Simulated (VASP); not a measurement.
Band structure of SnO (space group Pmn2_1). Method: PBEsol GGA with spin-orbit coupling, VASP's PBE PAW potentials (set 64) (plane waves; VASP).

The path is coarsely sampled, so an indirect gap can come out somewhat too large. Without a dispersion term in the relaxation, distances and binding between the weakly bound layers, chains or molecules are unreliable, and so is what depends on them.

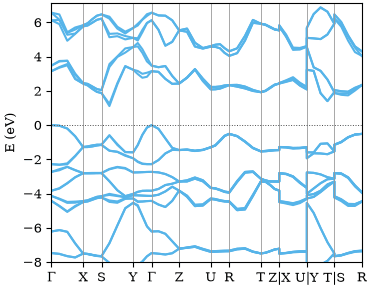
*Bands along high-symmetry lines, zero at the valence-band maximum or, without a gap, the Fermi level*

Problem. Read the plot: is there a gap, and where are the band edges?

Solution. The gap is indirect, 1.11 eV, from the valence maximum at Γ to the conduction minimum at S-Y at 0.25.

The structure comes from a computed database's SnO entry (Pmn2_1); how it stands against other phases isn't given here. It was relaxed first, which changed the volume by -10 %.
